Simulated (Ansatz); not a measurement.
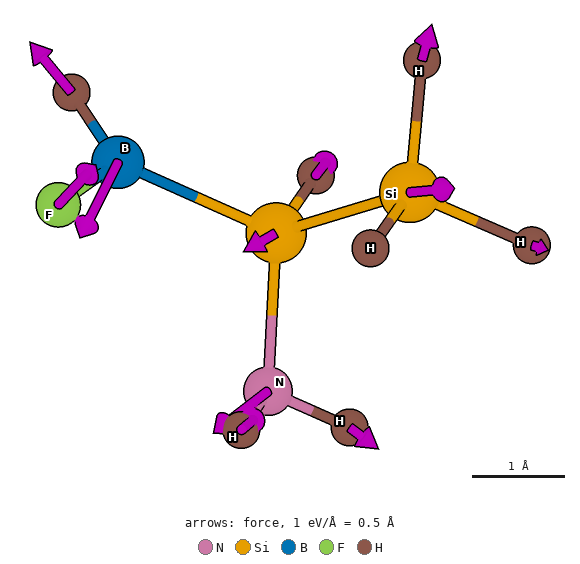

Starting geometry of BSi2NH7F (coarse preliminary run) with the computed forces as purple arrows. A ball-and-stick model, seen at a tilt.

The start comes from a force field.

The calculation used RKS PBE-D4/def2-SVP (Ansatz 0.2.0). Set-up: force threshold 0.03 eV/Å; at most 200 steps.

What follows when this structure is relaxed?

It isn't relaxed: the largest force vector, on the B atom, is 2.65 eV/Å. The final displacements have little in common with the starting forces (cosine between the two patterns 0.19). The energy falls by 0.606 eV in 14 accepted moves (15 points after the start). The largest force component goes from 2.2 to 0.017 eV/Å. The line search rejected the trial step at point 9 of the run. The largest move after the best rigid fit is that of an H atom, 0.87 Å. By element the largest moves are H 0.87 Å, F 0.84 Å, Si 0.22 Å, N 0.13 Å, B 0.08 Å. Some distances before and after: Si–Si 2.202 → 2.381 Å, H–Si 1.440 → 1.510 Å, B–F 1.394 → 1.336 Å, B–H 1.169 → 1.225 Å. Bond angles that change, for instance: N–Si–Si 107.9° → 115.7°, Si–N–H 108.7° → 115.8°, Si–N–H 111.7° → 118.5°. Groups turn about B–Si by about 50°. The run took 21 s on 4 threads of Arm Neoverse V2, with other jobs on the host.
